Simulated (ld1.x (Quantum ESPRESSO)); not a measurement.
# Indium: generating and testing a TM potential

Aim: build the potential from the settings below, then test how well it stands in for the atom: other configurations, scattering, ghost states and the plane-wave cutoff that it needs.

The numbers are computed with ld1.x (Quantum ESPRESSO) 7.5 (PBE, scalar-relativistic, spin-unpolarised reference atom).

3 further runs of the same task are left out: 3 that didn't finish.

**1. The atom and the settings**

Typed settings, in words:

```
element                 : indium (In, Z = 49)
type                    : norm-conserving Troullier–Martins (Kleinman–Bylander form)
frozen core             : [Kr]
valence charge          : 13
reference configuration : 4d10 5s2 5p1
partial waves           : 5s (bound): rc 2.10 bohr; 5p (bound): rc 2.65 bohr; 4d (bound): rc 1.35 bohr
local potential         : the d channel
core correction         : a·sin(br)/r model core inside 1.26 bohr
```

The nodes and maxima of the atom's own shells, from an earlier all-electron run, set the scale for the radii.

All-electron outer shells of the reference configuration (PBE, scalar-relativistic, ld1.x):

| shell | level (eV) | outermost node (bohr) | outermost maximum (bohr) |
| --- | --- | --- | --- |
| 4s | -119.66 | 0.41 | 0.77 |
| 4p | -78.13 | 0.42 | 0.82 |
| 4d | -18.62 | 0.40 | 0.94 |
| 5s | -8.21 | 1.02 | 2.16 |
| 5p | -2.52 | 1.14 | 2.85 |

**2. The generation run**

In.in

```
 &input
   title='In', zed=49., rel=1, dft='PBE', iswitch=3,
   config='[Kr] 4d10 5s2 5p1',
   nld=3, rlderiv=2.90, eminld=-3.0, emaxld=5.0, deld=0.02
 /
 &inputp
   pseudotype=2, tm=.true., lloc=2,
   nlcc=.true., rcore=1.26,
   file_pseudopw='In.UPF', file_wfcaegen='ae.wfc', file_wfcncgen='nc.wfc', file_beta='beta', file_chi='chi'
 /
3
5S  1  0   2.00   0.00  2.10  2.10  0.0
5P  2  1   1.00   0.00  2.65  2.65  0.0
4D  3  2  10.00   0.00  1.35  1.35  0.0
 &test
   configts(1)='4d10 5s2 5p1'
 /
```

Launch:

```bash
ld1.x < In.in > In.out
```

The output, In.out (without the banner and most projector matrices):

```text
     Program LD1 v.7.5
     --------------------------- All-electron run ----------------------------

     In
     scalar relativistic calculation

     atomic number is 49.00
     dft =PBE   lsd =0 sic =0 latt =0  beta=0.20 tr2=1.0E-14
     Exchange-correlation= PBE
                           (   1   4   3   4   0   0   0)
     mesh =1241 r(mesh) = 100.30140 a.u. xmin = -7.00 dx = 0.01250
     1 Ry =  13.60569312 eV, c = 137.03599908

     n l     nl                  e(Ry)          e(Ha)          e(eV)
     1 0     1S 1( 2.00)     -2039.9100     -1019.9550    -27754.3892
     2 0     2S 1( 2.00)      -305.4337      -152.7169     -4155.6374
     2 1     2P 1( 6.00)      -274.1375      -137.0687     -3729.8300
     3 0     3S 1( 2.00)       -57.9587       -28.9793      -788.5681
     3 1     3P 1( 6.00)       -47.7106       -23.8553      -649.1352
     4 0     4S 1( 2.00)        -8.7948        -4.3974      -119.6592
     4 1     4P 1( 6.00)        -5.7424        -2.8712       -78.1300
     3 2     3D 1(10.00)       -31.8038       -15.9019      -432.7123
     4 2     4D 1(10.00)        -1.3688        -0.6844       -18.6233
     5 0     5S 1( 2.00)        -0.6035        -0.3017        -8.2110
     5 1     5P 1( 1.00)        -0.1851        -0.0926        -2.5185

     final scf error:  6.5E-15 reached in  26 iterations

     Etot =  -11763.278081 Ry,   -5881.639040 Ha, -160047.551690 eV

     Ekin =   12261.098761 Ry,    6130.549381 Ha,  166820.747093 eV
     Encl =  -28443.021702 Ry,  -14221.510851 Ha, -386987.024767 eV
     Eh   =    4737.642377 Ry,    2368.821188 Ha,   64458.908302 eV
     Exc  =    -318.997517 Ry,    -159.498758 Ha,   -4340.182318 eV

     normalization and overlap integrals

     s(1S/1S) =  1.000000  <r> =   0.0297  <r2> =    0.0012  r(max) =   0.0192
     s(2S/2S) =  1.000000  <r> =   0.1285  <r2> =    0.0195  r(max) =   0.1090
     s(2P/2P) =  1.000000  <r> =   0.1122  <r2> =    0.0154  r(max) =   0.0870
     s(3S/3S) =  1.000000  <r> =   0.3486  <r2> =    0.1390  r(max) =   0.3153
     s(3P/3P) =  1.000000  <r> =   0.3471  <r2> =    0.1399  r(max) =   0.3075
     s(4S/4S) =  1.000000  <r> =   0.8480  <r2> =    0.8143  r(max) =   0.7658
     s(4P/4P) =  1.000000  <r> =   0.9218  <r2> =    0.9725  r(max) =   0.8152
     s(3D/3D) =  1.000000  <r> =   0.3243  <r2> =    0.1250  r(max) =   0.2581
     s(4D/4D) =  1.000000  <r> =   1.1828  <r2> =    1.6828  r(max) =   0.9354
     s(5S/5S) =  1.000000  <r> =   2.6097  <r2> =    7.8334  r(max) =   2.1612
     s(5P/5P) =  1.000000  <r> =   3.7447  <r2> =   16.6771  r(max) =   2.8453

     ------------------------ End of All-electron run ------------------------

     --------------------- Generating NC pseudopotential ---------------------

      Generating local pot.: lloc=2, matching radius rcloc =   1.3500

      Computing core charge for nlcc:

       r > 1.26 : true rho core
       r < 1.26 : rho core = a sin(br)/r    a=   7.25  b=   2.12

      Integrated core pseudo-charge :   5.63

      Wfc   5S  rcut= 2.082  Using Troullier-Martins method

      Wfc   5P  rcut= 2.673  Using Troullier-Martins method

     ------------------- End of pseudopotential generation -------------------

     [... the all-electron block is printed once more ...]


     Computing logarithmic derivative in   2.89924
     Computing logarithmic derivative in   2.89924
     Computing the partial wave expansion
     R is outside the sphere for l=    0 j= 0.00
     R is outside the sphere for l=    1 j= 0.00
       no projector for channel:   2

     ---------------------- Testing the pseudopotential ----------------------

     In
     scalar relativistic calculation

     atomic number is 49.00   valence charge is 13.00
     dft =PBE   lsd =0 sic =0 latt =0  beta=0.20 tr2=1.0E-14
     mesh =1241 r(mesh) = 100.30140 xmin = -7.00 dx = 0.01250

     n l     nl             e AE (Ry)        e PS (Ry)    De AE-PS (Ry)
     3 2     4D   1(10.00)       -1.36879       -1.36880        0.00002
     1 0     5S   1( 2.00)       -0.60349       -0.60350        0.00000
     2 1     5P   1( 1.00)       -0.18511       -0.18511        0.00000

     eps = 8.1E-15  iter = 24

     Etot =  -11763.278081 Ry,   -5881.639040 Ha, -160047.551690 eV
     Etotps =  -121.958618 Ry,     -60.979309 Ha,   -1659.331524 eV

     Ekin =      89.841406 Ry,      44.920703 Ha,    1222.354601 eV
     Encl =    -289.276304 Ry,    -144.638152 Ha,   -3935.804618 eV
     Ehrt =     102.233778 Ry,      51.116889 Ha,    1390.961409 eV
     Ecxc =     -26.339545 Ry,     -13.169773 Ha,    -358.367771 eV
     (Ecc =      -7.397406 Ry,      -3.698703 Ha,    -100.646833 eV)
     Epseu=       1.582048 Ry,       0.791024 Ha,      21.524856 eV

     ---------------------- End of pseudopotential test ----------------------
```

Wall time 1.8 s (1 thread, shared host). This counts the later configuration tests of the new file too.

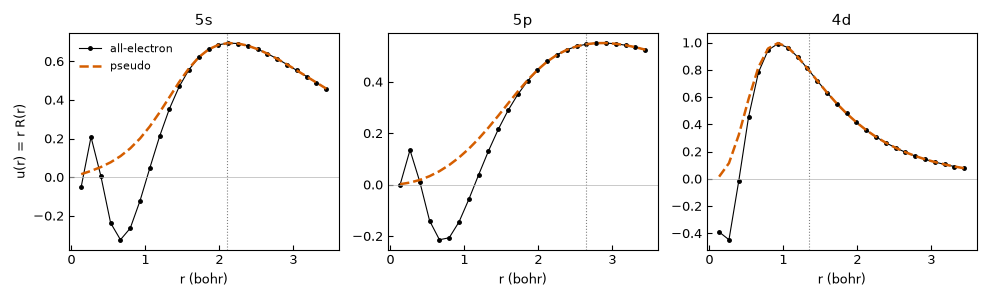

Bound waves of the atom and their pseudo partners (5s, 5p, 4d), with the matching radii dotted. The curves join 26 sampled radii, too few to resolve the innermost nodes.

**3. Testing the new file in other configurations**

In.test.in

```
 &input
   title='In', zed=49., rel=1, dft='PBE', iswitch=2,
   config='[Kr] 4d10 5s2 5p1'
 /
 &test
   file_pseudo='In.UPF', nconf=8,
   configts(1)='4d10 5s2 5p1',
   configts(2)='4d10 5s2 5p0',
   configts(3)='4d10 5s1 5p0',
   configts(4)='4d10 5s0 5p0',
   configts(5)='4d9 5s2 5p2',
   configts(6)='4d10 5s1 5p1',
   configts(7)='4d10 5s1 5p2',
   configts(8)='4d9 5s2 5p1'
 /
```

Launch:

```bash
ld1.x < In.test.in > In.test.out
```

In.test.out, the pseudopotential blocks, each with the warnings that came before it:

```text
     ---------------------- Testing the pseudopotential ----------------------

     In
     scalar relativistic calculation

     atomic number is 49.00   valence charge is 13.00
     dft =PBE   lsd =0 sic =0 latt =0  beta=0.20 tr2=1.0E-14
     mesh =1241 r(mesh) = 100.30140 xmin = -7.00 dx = 0.01250

     n l     nl             e AE (Ry)        e PS (Ry)    De AE-PS (Ry)
     3 2     4D   1(10.00)       -1.36879       -1.36880        0.00002
     1 0     5S   1( 2.00)       -0.60349       -0.60350        0.00000
     2 1     5P   1( 1.00)       -0.18511       -0.18511        0.00000

     eps = 9.3E-15  iter = 23

     Etot =  -11763.278081 Ry,   -5881.639040 Ha, -160047.551690 eV
     Etotps =  -121.958618 Ry,     -60.979309 Ha,   -1659.331537 eV

     Ekin =      89.841405 Ry,      44.920703 Ha,    1222.354593 eV
     Encl =    -289.276305 Ry,    -144.638152 Ha,   -3935.804629 eV
     Ehrt =     102.233778 Ry,      51.116889 Ha,    1390.961416 eV
     Ecxc =     -26.339545 Ry,     -13.169773 Ha,    -358.367772 eV
     (Ecc =      -7.397406 Ry,      -3.698703 Ha,    -100.646833 eV)
     Epseu=       1.582048 Ry,       0.791024 Ha,      21.524857 eV

     ---------------------- End of pseudopotential test ----------------------

     ---------------------- Testing the pseudopotential ----------------------

     In
     scalar relativistic calculation

     atomic number is 49.00   valence charge is 13.00
     dft =PBE   lsd =0 sic =0 latt =0  beta=0.20 tr2=1.0E-14
     mesh =1241 r(mesh) = 100.30140 xmin = -7.00 dx = 0.01250

     n l     nl             e AE (Ry)        e PS (Ry)    De AE-PS (Ry)
     3 2     4D   1(10.00)       -1.91631       -1.91334       -0.00297
     1 0     5S   1( 2.00)       -1.09694       -1.09707        0.00013
     2 1     5P   1( 0.00)       -0.61969       -0.61989        0.00020

     eps = 9.0E-15  iter = 25

     Etot =  -11762.883901 Ry,   -5881.441951 Ha, -160042.188603 eV
     Etotps =  -121.564277 Ry,     -60.782139 Ha,   -1653.966249 eV
     dEtot_ae =       0.394180 Ry
     dEtot_ps =       0.394341 Ry,   Delta E=      -0.000162 Ry

     Ekin =      89.716078 Ry,      44.858039 Ha,    1220.649423 eV
     Encl =    -282.283838 Ry,    -141.141919 Ha,   -3840.667280 eV
     Ehrt =      95.486406 Ry,      47.743203 Ha,    1299.158737 eV
     Ecxc =     -26.010729 Ry,     -13.005365 Ha,    -353.894002 eV
     (Ecc =      -7.397406 Ry,      -3.698703 Ha,    -100.646833 eV)
     Epseu=       1.527807 Ry,       0.763903 Ha,      20.786873 eV

     ---------------------- End of pseudopotential test ----------------------

     ---------------------- Testing the pseudopotential ----------------------

     In
     scalar relativistic calculation

     atomic number is 49.00   valence charge is 13.00
     dft =PBE   lsd =0 sic =0 latt =0  beta=0.20 tr2=1.0E-14
     mesh =1241 r(mesh) = 100.30140 xmin = -7.00 dx = 0.01250

     n l     nl             e AE (Ry)        e PS (Ry)    De AE-PS (Ry)
     3 2     4D   1(10.00)       -2.68486       -2.67772       -0.00714  !
     1 0     5S   1( 1.00)       -1.73982       -1.74134        0.00153
     2 1     5P   1( 0.00)       -1.19185       -1.19314        0.00129

     eps = 4.1E-15  iter = 17

     Etot =  -11761.470178 Ry,   -5880.735089 Ha, -160022.953921 eV
     Etotps =  -120.149622 Ry,     -60.074811 Ha,   -1634.718885 eV
     dEtot_ae =       1.807903 Ry
     dEtot_ps =       1.808997 Ry,   Delta E=      -0.001094 Ry

     Ekin =      90.236325 Ry,      45.118162 Ha,    1227.727743 eV
     Encl =    -272.533878 Ry,    -136.266939 Ha,   -3708.012305 eV
     Ehrt =      86.715640 Ry,      43.357820 Ha,    1179.826392 eV
     Ecxc =     -25.483375 Ry,     -12.741688 Ha,    -346.718984 eV
     (Ecc =      -7.397406 Ry,      -3.698703 Ha,    -100.646833 eV)
     Epseu=       0.915666 Ry,       0.457833 Ha,      12.458269 eV

     ---------------------- End of pseudopotential test ----------------------

     Warning: n=2, l=1 expected 0 nodes, found 1
     ---------------------- Testing the pseudopotential ----------------------

     In
     scalar relativistic calculation

     atomic number is 49.00   valence charge is 13.00
     dft =PBE   lsd =0 sic =0 latt =0  beta=0.20 tr2=1.0E-14
     mesh =1241 r(mesh) = 100.30140 xmin = -7.00 dx = 0.01250

     n l     nl             e AE (Ry)        e PS (Ry)    De AE-PS (Ry)
     3 2     4D   1(10.00)       -3.51966       -3.50983       -0.00983  !
     1 0     5S   1( 0.00)       -2.43012       -2.43544        0.00532  !
     2 1     5P   1( 0.00)       -1.81351       -1.81351        0.00000

     eps = 1.3E-15  iter = 12

     Etot =  -11759.388675 Ry,   -5879.694338 Ha, -159994.633626 eV
     Etotps =  -118.064613 Ry,     -59.032307 Ha,   -1606.350895 eV
     dEtot_ae =       3.889406 Ry
     dEtot_ps =       3.894005 Ry,   Delta E=      -0.004599 Ry

     Ekin =      90.857553 Ry,      45.428776 Ha,    1236.179980 eV
     Encl =    -261.888584 Ry,    -130.944292 Ha,   -3563.175712 eV
     Ehrt =      77.895333 Ry,      38.947666 Ha,    1059.819996 eV
     Ecxc =     -24.928914 Ry,     -12.464457 Ha,    -339.175159 eV
     (Ecc =      -7.397406 Ry,      -3.698703 Ha,    -100.646833 eV)

     ---------------------- End of pseudopotential test ----------------------

     ---------------------- Testing the pseudopotential ----------------------

     In
     scalar relativistic calculation

     atomic number is 49.00   valence charge is 13.00
     dft =PBE   lsd =0 sic =0 latt =0  beta=0.20 tr2=1.0E-14
     mesh =1241 r(mesh) = 100.30140 xmin = -7.00 dx = 0.01250

     n l     nl             e AE (Ry)        e PS (Ry)    De AE-PS (Ry)
     3 2     4D   1( 9.00)       -1.77783       -1.80382        0.02598  !
     1 0     5S   1( 2.00)       -0.75443       -0.75328       -0.00115
     2 1     5P   1( 2.00)       -0.27030       -0.26811       -0.00219

     eps = 4.8E-15  iter = 70

     Etot =  -11761.932561 Ry,   -5880.966280 Ha, -160029.244958 eV
     Etotps =  -120.600006 Ry,     -60.300003 Ha,   -1640.846666 eV
     dEtot_ae =       1.345520 Ry
     dEtot_ps =       1.358613 Ry,   Delta E=      -0.013093 Ry

     Ekin =      85.960766 Ry,      42.980383 Ha,    1169.555796 eV
     Encl =    -280.879915 Ry,    -140.439958 Ha,   -3821.565928 eV
     Ehrt =      97.561262 Ry,      48.780631 Ha,    1327.388595 eV
     Ecxc =     -25.584937 Ry,     -12.792469 Ha,    -348.100802 eV
     (Ecc =      -7.397406 Ry,      -3.698703 Ha,    -100.646833 eV)
     Epseu=       2.342819 Ry,       1.171409 Ha,      31.875673 eV

     ---------------------- End of pseudopotential test ----------------------

     ---------------------- Testing the pseudopotential ----------------------

     In
     scalar relativistic calculation

     atomic number is 49.00   valence charge is 13.00
     dft =PBE   lsd =0 sic =0 latt =0  beta=0.20 tr2=1.0E-14
     mesh =1241 r(mesh) = 100.30140 xmin = -7.00 dx = 0.01250

     n l     nl             e AE (Ry)        e PS (Ry)    De AE-PS (Ry)
     3 2     4D   1(10.00)       -2.03142       -2.02867       -0.00274
     1 0     5S   1( 1.00)       -1.16920       -1.16959        0.00040
     2 1     5P   1( 1.00)       -0.67724       -0.67739        0.00015

     eps = 6.0E-15  iter = 24

     Etot =  -11762.399329 Ry,   -5881.199664 Ha, -160035.595654 eV
     Etotps =  -121.079585 Ry,     -60.539793 Ha,   -1647.371682 eV
     dEtot_ae =       0.878752 Ry
     dEtot_ps =       0.879033 Ry,   Delta E=      -0.000281 Ry

     Ekin =      90.319172 Ry,      45.159586 Ha,    1228.854931 eV
     Encl =    -280.832525 Ry,    -140.416263 Ha,   -3820.921156 eV
     Ehrt =      94.151593 Ry,      47.075796 Ha,    1280.997678 eV
     Ecxc =     -25.872556 Ry,     -12.936278 Ha,    -352.014061 eV
     (Ecc =      -7.397406 Ry,      -3.698703 Ha,    -100.646833 eV)
     Epseu=       1.154732 Ry,       0.577366 Ha,      15.710927 eV

     ---------------------- End of pseudopotential test ----------------------

     ---------------------- Testing the pseudopotential ----------------------

     In
     scalar relativistic calculation

     atomic number is 49.00   valence charge is 13.00
     dft =PBE   lsd =0 sic =0 latt =0  beta=0.20 tr2=1.0E-14
     mesh =1241 r(mesh) = 100.30140 xmin = -7.00 dx = 0.01250

     n l     nl             e AE (Ry)        e PS (Ry)    De AE-PS (Ry)
     3 2     4D   1(10.00)       -1.48767       -1.48750       -0.00017
     1 0     5S   1( 1.00)       -0.67620       -0.67641        0.00021
     2 1     5P   1( 2.00)       -0.23658       -0.23653       -0.00005

     eps = 2.9E-15  iter = 19

     Etot =  -11762.848787 Ry,   -5881.424393 Ha, -160041.710847 eV
     Etotps =  -121.529144 Ry,     -60.764572 Ha,   -1653.488239 eV
     dEtot_ae =       0.429294 Ry
     dEtot_ps =       0.429474 Ry,   Delta E=      -0.000180 Ry

     Ekin =      90.414895 Ry,      45.207448 Ha,    1230.157318 eV
     Encl =    -287.795094 Ry,    -143.897547 Ha,   -3915.651736 eV
     Ehrt =     100.820064 Ry,      50.410032 Ha,    1371.726856 eV
     Ecxc =     -26.212740 Ry,     -13.106370 Ha,    -356.642502 eV
     (Ecc =      -7.397406 Ry,      -3.698703 Ha,    -100.646833 eV)
     Epseu=       1.243731 Ry,       0.621866 Ha,      16.921824 eV

     ---------------------- End of pseudopotential test ----------------------

     BEWARE! Errors in PS-KS equations
     Warning: n=1, l=0 expected 0 nodes, found 2
     ---------------------- Testing the pseudopotential ----------------------

     In
     scalar relativistic calculation

     atomic number is 49.00   valence charge is 13.00
     dft =PBE   lsd =0 sic =0 latt =0  beta=0.20 tr2=1.0E-14
     mesh =1241 r(mesh) = 100.30140 xmin = -7.00 dx = 0.01250

     n l     nl             e AE (Ry)        e PS (Ry)    De AE-PS (Ry)
     3 2     4D   1( 9.00)       -2.35305       -3.04114        0.68809  !
     1 0     5S   1( 2.00)       -1.27855       -1.86984        0.59129  !
     2 1     5P   1( 1.00)       -0.74467       -0.74467        0.00000

     eps = 5.9E-15  iter = 21

     Etot =  -11761.432155 Ry,   -5880.716077 Ha, -160022.436583 eV
     Etotps =  -119.841822 Ry,     -59.920911 Ha,   -1630.531050 eV
     dEtot_ae =       1.845926 Ry
     dEtot_ps =       2.116797 Ry,   Delta E=      -0.270870 Ry

     Ekin =      84.797301 Ry,      42.398650 Ha,    1153.726055 eV
     Encl =    -264.959772 Ry,    -132.479886 Ha,   -3604.961343 eV
     Ehrt =      82.961323 Ry,      41.480661 Ha,    1128.746298 eV
     Ecxc =     -24.757906 Ry,     -12.378953 Ha,    -336.848470 eV
     (Ecc =      -7.397406 Ry,      -3.698703 Ha,    -100.646833 eV)
     Epseu=       2.117232 Ry,       1.058616 Ha,      28.806410 eV

     ---------------------- End of pseudopotential test ----------------------
```

1 test gave no usable energy difference (4d9 5s2 5p1).

Excitation and ionisation energies from 4d10 5s2 5p1, with the error of the potential. A star marks tests that logged a warning.

| valence configuration | charge | ΔE all-electron (eV) | error AE − PS (meV) |
| --- | --- | --- | --- |
| 4d10 5s2 5p0 | +1 | 5.363 | -2.2 |
| 4d10 5s1 5p0 | +2 | 24.598 | -15 |
| 4d10 5s0 5p0 * | +3 | 52.918 | -63 |
| 4d9 5s2 5p2 | 0 | 18.307 | -178 |
| 4d10 5s1 5p1 | +1 | 11.956 | -3.8 |
| 4d10 5s1 5p2 | 0 | 5.841 | -2.4 |

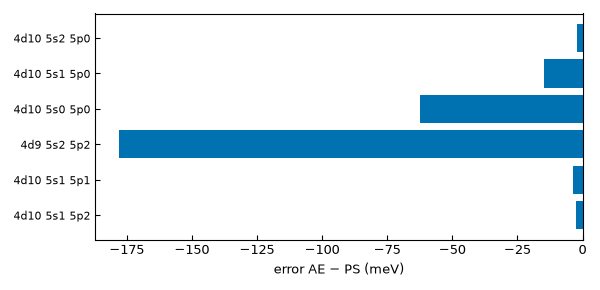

Error of the potential in each test configuration.

**4. Scattering by logarithmic derivatives**

Taken from the files of the generation run. The phase is arctan(r·u′/u) with u = r·R, unwrapped, with energies in Ry. A pole is an energy at which the radial function vanishes at the test radius. The pseudo phase is shifted by a multiple of π to meet the all-electron one at the reference energy. Levels narrower than the energy grid can be missing from the poles. The last column is the largest difference on the grid between −1 and +1 Ry.

| channel | radius (bohr) | reference (Ry) | poles AE | poles PS | window around the reference with phases within 0.05 rad (Ry) | largest difference near zero (rad) |
| --- | --- | --- | --- | --- | --- | --- |
| s | 2.90 | -0.60 | 0.41 | 0.39, 4.66 | below 1.8 | 0.009 |
| p | 2.90 | -0.19 | 1.47 | 1.44 | below 3.0 | 0.003 |
| d | 2.90 | -1.37 | -1.31, 3.43 | -1.31, 3.43 | the whole range | 0.001 |

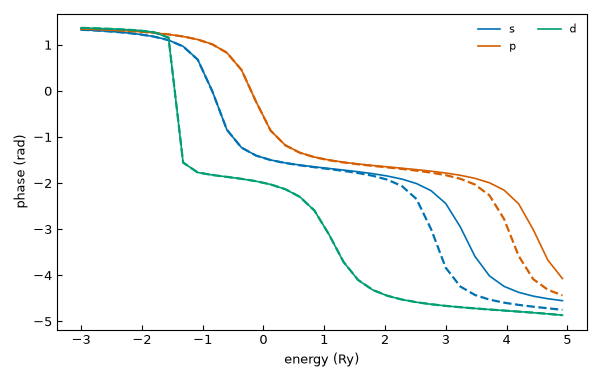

Phases by channel: all-electron solid, pseudo dashed.

**5. Plane-wave convergence, by spherical Bessel functions**

A separate test, outside the generator: the pseudo-atom's Hamiltonian at the reference potential is diagonalised in spherical Bessel functions j_l(qr) that vanish at 20 bohr, with q² up to the cutoff.

All-electron valence levels (Ry): 5s -0.6035, 5p -0.1851, 4d -1.3688. The lowest levels of each channel (Ry) by cutoff; the last column sums, over occupied levels, occupation times the distance from the level at 400 Ry. A positive value at high cutoff is not a bound level.

| cutoff (Ry) | s #1 | s #2 | p #1 | p #2 | d #1 | f #1 | Σ f·Δε (mRy) |
| --- | --- | --- | --- | --- | --- | --- | --- |
| 8 | -2.4657 | -0.5958 | -0.1837 | 0.0239 | 0.0177 | 0.0989 | 13881.9 |
| 15 | -7.5107 | -0.5986 | -0.1853 | 0.0238 | -0.1862 | 0.0989 | 11836.2 |
| 25 | -11.1070 | -0.6029 | -2.1338 | -0.1851 | -0.6831 | 0.0989 | 6858.5 |
| 40 | -12.3374 | -0.6034 | -3.6194 | -0.1851 | -1.1843 | 0.0989 | 1845.6 |
| 60 | -12.4707 | -0.6035 | -4.0371 | -0.1851 | -1.3473 | 0.0989 | 214.8 |
| 90 | -12.4751 | -0.6035 | -4.0783 | -0.1851 | -1.3685 | 0.0989 | 3.0 |
| 120 | -12.4767 | -0.6035 | -4.0787 | -0.1851 | -1.3687 | 0.0989 | 1.4 |
| 140 | -12.4771 | -0.6035 | -4.0790 | -0.1851 | -1.3687 | 0.0989 | 0.6 |
| 180 | -12.4772 | -0.6035 | -4.0793 | -0.1851 | -1.3688 | 0.0989 | 0.0 |
| 400 | -12.4772 | -0.6035 | -4.0793 | -0.1851 | -1.3688 | 0.0989 | 0.0 |

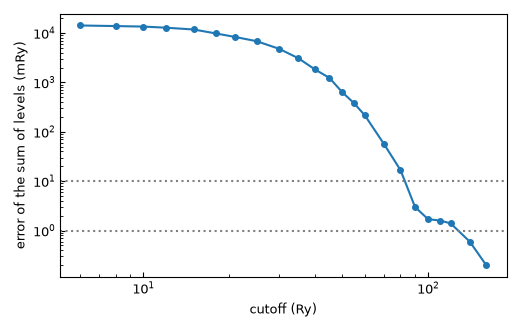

Occupation-weighted error of the valence levels against the cutoff; the dotted lines mark 10 and 1 mRy.

The sum stays within 10 mRy from 90 Ry and within 1 mRy from 140 Ry. The sum leaves out empty levels, which can need more. Ghost test: ghost states, bound below the all-electron valence or empty levels of the same l: s at -169.8 eV, p at -55.5 eV.

**6. Results**

| quantity | value |
| --- | --- |
| cutoffs for 10 and 1 mRy, occupied levels | 90 Ry and 140 Ry |
| bound ghosts | s at -169.76 eV, p at -55.50 eV |
| largest test error (AE − PS) | -178 meV, for 4d9 5s2 5p2 (1 test unsolved) |
| largest phase difference near zero energy, channels read | 0.009 rad |

What this shows: A bound ghost (s, p) makes it unfit for use: electrons can fall into a state that the atom doesn't have. By total energies transferability is poor: the largest error is 178 meV on 18.3 eV, for 4d9 5s2 5p2. Of the tests 1 gave no usable energy difference, which is a warning in itself. By its cutoff, 90 Ry for the looser tolerance, it is hard. The slowest occupied level is 4d: taken alone it needs 90 Ry to come within 1 mRy, against 25 Ry for 5s. Near zero energy the phases of the channels with partial waves agree within 0.009 rad.
